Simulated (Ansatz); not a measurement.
Bond stretch in H₂, singlet.

Levels of theory: UCCSD(T) = CCSD(T) on UHF/def2-TZVP, frozen core run with Ansatz (a quantum-chemistry and plane-wave program); RCCSD = CCSD on RHF/def2-TZVP, frozen core in Ansatz; UKS-CAM-B3LYP = unrestricted CAM-B3LYP/def2-TZVP run with Ansatz; UHF/def2-TZVP (Ansatz).

Energies are in eV, each relative to the lowest point of its own curve near equilibrium.

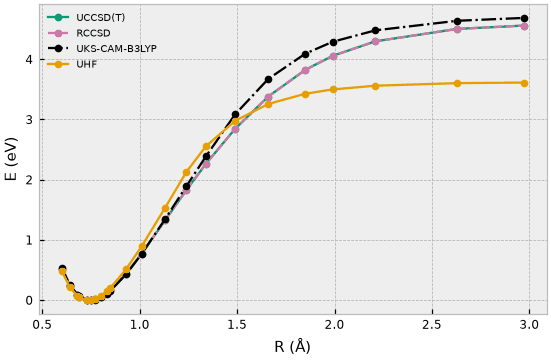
Figure: Energy against bond length for each method.

```json
[
 {"R / Å": "0.60", "UCCSD(T)": "0.515", "RCCSD": "0.515", "UKS-CAM-B3LYP": "0.541", "UHF": "0.485"},
 {"R / Å": "0.64", "UCCSD(T)": "0.241", "RCCSD": "0.241", "UKS-CAM-B3LYP": "0.259", "UHF": "0.218"},
 {"R / Å": "0.68", "UCCSD(T)": "0.081", "RCCSD": "0.081", "UKS-CAM-B3LYP": "0.092", "UHF": "0.067"},
 {"R / Å": "0.69", "UCCSD(T)": "0.056", "RCCSD": "0.056", "UKS-CAM-B3LYP": "0.065", "UHF": "0.043"},
 {"R / Å": "0.73", "UCCSD(T)": "0.002", "RCCSD": "0.002", "UKS-CAM-B3LYP": "0.005", "UHF": "0.000"},
 {"R / Å": "0.75", "UCCSD(T)": "0.000", "RCCSD": "0.000", "UKS-CAM-B3LYP": "0.000", "UHF": "0.004"},
 {"R / Å": "0.77", "UCCSD(T)": "0.012", "RCCSD": "0.012", "UKS-CAM-B3LYP": "0.009", "UHF": "0.022"},
 {"R / Å": "0.80", "UCCSD(T)": "0.052", "RCCSD": "0.052", "UKS-CAM-B3LYP": "0.046", "UHF": "0.072"},
 {"R / Å": "0.83", "UCCSD(T)": "0.115", "RCCSD": "0.115", "UKS-CAM-B3LYP": "0.106", "UHF": "0.145"},
 {"R / Å": "0.85", "UCCSD(T)": "0.167", "RCCSD": "0.167", "UKS-CAM-B3LYP": "0.157", "UHF": "0.206"},
 {"R / Å": "0.93", "UCCSD(T)": "0.438", "RCCSD": "0.438", "UKS-CAM-B3LYP": "0.427", "UHF": "0.513"},
 {"R / Å": "1.01", "UCCSD(T)": "0.773", "RCCSD": "0.773", "UKS-CAM-B3LYP": "0.768", "UHF": "0.894"},
 {"R / Å": "1.13", "UCCSD(T)": "1.323", "RCCSD": "1.323", "UKS-CAM-B3LYP": "1.344", "UHF": "1.531"},
 {"R / Å": "1.24", "UCCSD(T)": "1.829", "RCCSD": "1.829", "UKS-CAM-B3LYP": "1.894", "UHF": "2.131"},
 {"R / Å": "1.34", "UCCSD(T)": "2.264", "RCCSD": "2.264", "UKS-CAM-B3LYP": "2.388", "UHF": "2.555"},
 {"R / Å": "1.49", "UCCSD(T)": "2.845", "RCCSD": "2.845", "UKS-CAM-B3LYP": "3.085", "UHF": "2.977"},
 {"R / Å": "1.66", "UCCSD(T)": "3.381", "RCCSD": "3.381", "UKS-CAM-B3LYP": "3.673", "UHF": "3.257"},
 {"R / Å": "1.85", "UCCSD(T)": "3.823", "RCCSD": "3.823", "UKS-CAM-B3LYP": "4.092", "UHF": "3.427"},
 {"R / Å": "1.99", "UCCSD(T)": "4.056", "RCCSD": "4.056", "UKS-CAM-B3LYP": "4.289", "UHF": "3.498"},
 {"R / Å": "2.21", "UCCSD(T)": "4.297", "RCCSD": "4.297", "UKS-CAM-B3LYP": "4.480", "UHF": "3.560"},
 {"R / Å": "2.63", "UCCSD(T)": "4.504", "RCCSD": "4.504", "UKS-CAM-B3LYP": "4.639", "UHF": "3.603"},
 {"R / Å": "2.97", "UCCSD(T)": "4.558", "RCCSD": "4.558", "UKS-CAM-B3LYP": "4.686", "UHF": "3.612"}
]
```

The unrestricted determinant behind UCCSD(T), UHF is spin-contaminated at 1.24 to 2.97 Å (<S²> up to 1.0, against 0.00 for a pure singlet). With two correlated electrons CCSD is exact in the basis where it finds the lowest root (UCCSD(T), RCCSD). The unrestricted determinant behind UKS-CAM-B3LYP is spin-contaminated at 1.49 to 2.97 Å (<S²> up to 1.0, against 0.00 for a pure singlet).
